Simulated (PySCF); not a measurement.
## NMR shielding calculation of C₃H₇FOSi

System: C₃H₇FOSi.
Method: GIAO mPW1PW91/def2-SVPD NMR shielding, non-relativistic, gas phase (PySCF 2.14.0).

The geometry comes from this level: GFN2-xTB. It belongs to a series of runs on one base structure; here: mPW1PW91/def2-SVPD; guess huckel; conv 1e-07. Figures and captions count atoms from 1; the log counts them from 0 in places.

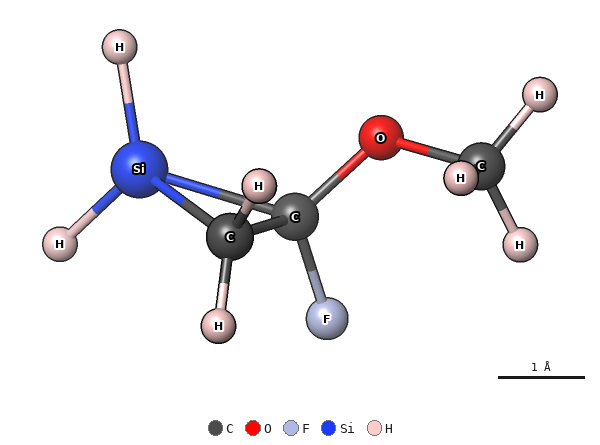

Figure 1. The structure as given in the input (ball-and-stick view, seen at a tilt).

Key numbers

```csv
quantity,value
outcome,converged
total energy,−582.671265 hartree
HOMO,−7.02 eV
LUMO,−0.16 eV
dipole moment,1.89 D
"isotropic shielding, C",83.8 to 189.3 ppm
"isotropic shielding, O",270.9 ppm
"isotropic shielding, F",347.0 ppm
"isotropic shielding, Si",527.6 ppm
"isotropic shielding, H",28.0 to 30.9 ppm
hardware,"1 CPU thread, shared host"
wall time,22 s
peak memory,0.74 GiB
```

Notes

Settings chosen away from the usual ones: mPW1PW91/def2-SVPD; guess huckel; conv 1e-07.

Input file
```
{"job": {"kind": "nmr", "xc": "mPW1PW91", "basis": "def2-SVPD", "pop": true, "scf": {"guess": "huckel", "conv": 1e-07}}, "charge": 0, "multiplicity": 1}
C      1.974906     0.468800     0.103267
O      0.851756     0.073987     0.883113
C     -0.364353     0.351366     0.327100
F     -0.573176     1.725490     0.241186
C     -0.824393    -0.396515    -0.929606
Si    -1.838100    -0.805331     0.615602
H      1.964471    -0.019199    -0.875988
H      2.854095     0.157791     0.662611
H      1.986281     1.553084    -0.034709
H     -1.237623     0.234188    -1.704995
H     -0.113910    -1.110426    -1.324524
H     -1.543229    -2.050237     1.293364
H     -3.141112    -0.182511     0.725851
```

The first line tells a small driver script what to run in PySCF; the rest is the geometry in Å.

Command:
```bash
OMP_NUM_THREADS=1 python <driver script> task.json out
```

The program's output
```
final grid: 105968 points
cycle   1  E = -578.9523303115  dE =  1.132e+00  |g| = 4.349e+00  |ddm| = 7.926e+00
cycle   2  E = -572.6988985721  dE =  6.253e+00  |g| = 5.252e+00  |ddm| = 1.319e+02
cycle   3  E = -582.1810621325  dE = -9.482e+00  |g| = 1.286e+00  |ddm| = 1.324e+02
cycle   4  E = -582.4866287274  dE = -3.056e-01  |g| = 8.539e-01  |ddm| = 3.334e+00
cycle   5  E = -582.6667025667  dE = -1.801e-01  |g| = 1.312e-01  |ddm| = 1.292e+00
cycle   6  E = -582.6704828809  dE = -3.780e-03  |g| = 5.544e-02  |ddm| = 2.349e-01
cycle   7  E = -582.6711907876  dE = -7.079e-04  |g| = 1.760e-02  |ddm| = 9.933e-02
cycle   8  E = -582.6712611944  dE = -7.041e-05  |g| = 4.264e-03  |ddm| = 2.669e-02
cycle   9  E = -582.6712649932  dE = -3.799e-06  |g| = 1.484e-03  |ddm| = 6.599e-03
cycle  10  E = -582.6712653758  dE = -3.826e-07  |g| = 2.965e-04  |ddm| = 1.701e-03
cycle  11  E = -582.6712653959  dE = -2.009e-08  |g| = 8.813e-05  |ddm| = 6.697e-04
converged SCF energy = -582.6712653959

GIAO shielding tensors (ppm)
atom      isotropic    diamagn.    paramagn.     s11        s22        s33       span
  0 C      144.202     246.395    -102.192    116.889    123.952    191.765     74.875
  1 O      270.935     387.381    -116.446    202.442    289.313    321.048    118.606
  2 C       83.778     240.770    -156.992     51.742     66.427    133.165     81.423
  3 F      347.039     473.531    -126.492    237.153    370.785    433.178    196.025
  4 C      189.339     235.419     -46.079    158.720    195.608    213.690     54.970
  5 Si     527.581     880.121    -352.540    449.514    473.664    659.565    210.050
  6 H       28.382      30.727      -2.345     24.095     27.478     33.574      9.480
  7 H       28.418      27.675       0.744     24.504     26.346     34.405      9.900
  8 H       27.953      26.672       1.281     23.698     26.212     33.949     10.251
  9 H       30.941      30.752       0.189     26.801     27.287     38.735     11.935
 10 H       30.804      31.478      -0.674     26.061     28.448     37.904     11.843
 11 H       28.619      30.502      -1.883     23.811     26.704     35.340     11.529
 12 H       28.446      29.832      -1.387     23.858     26.416     35.062     11.204
```

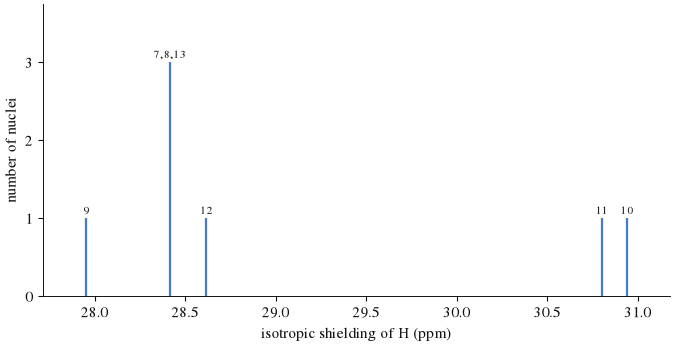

Figure 2. Isotropic shieldings of the hydrogen nuclei in this fixed geometry, labelled by atom number; shielding grows to the right, so chemical shift grows to the left. The least shielded is H9 (28.0 ppm), the most shielded H10 (30.9 ppm).

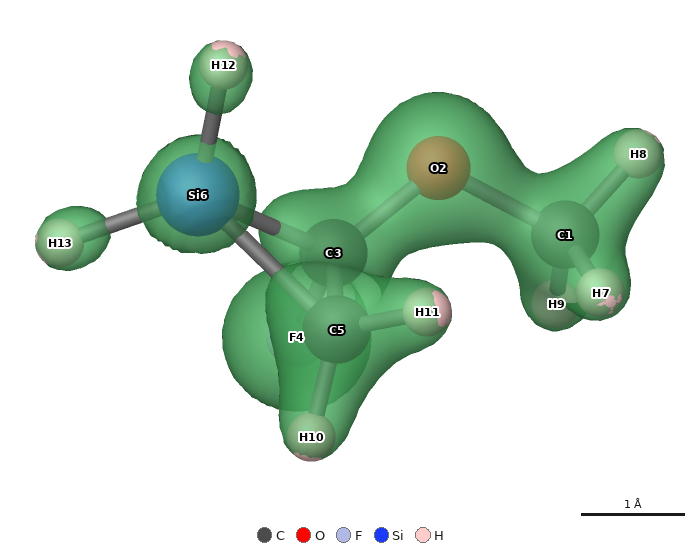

Figure 3. Isosurface of the electron density at 1 e/Å³ (green), seen at a tilt. At this value the surface falls into four separate pieces. It is pinched off along the C–Si (1.89 Å) contacts. On the grid the lowest density along these lines, outside the cores, is 2 e/Å³ (C–O, 1.37 Å), 1.6 e/Å³ (C–F, 1.39 Å), 1.6 e/Å³ (C–C, 1.53 Å) and 0.7 e/Å³ (C–Si, 1.89 Å).

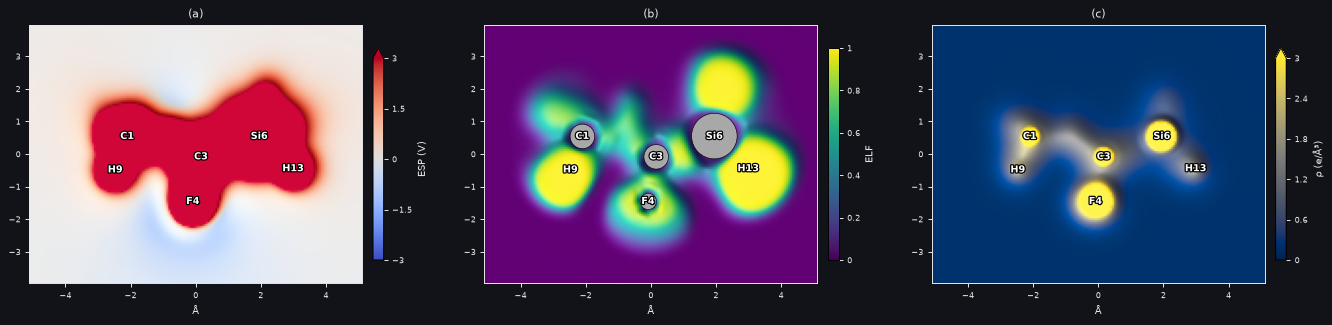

Figure 4. (a) electrostatic potential; (b) ELF; (c) electron density on the plane of atoms C3, Si6 and H13. Grey discs, where drawn, cover atomic cores. The section cuts through C, F, Si and H sites. C–F (1.39 Å): ρ at the midpoint is about 2 e/Å³, with its minimum of 1.6 e/Å³ about 0.5 Å from C; the ELF peaks at about 0.85 between the atoms (a polar covalent bond). C–Si (1.90 Å): ρ at the midpoint is about 0.86 e/Å³; the ELF peaks at about 0.90 between the atoms (a shared electron pair). C–H (1.09 Å): ρ is about 2 e/Å³ halfway; the ELF climbs to about 1 towards the hydrogen, as it does in any bond to H; a covalent bond by its length. Si–H (1.45 Å): ρ is about 0.81 e/Å³ halfway; the ELF climbs to about 1 towards the hydrogen.
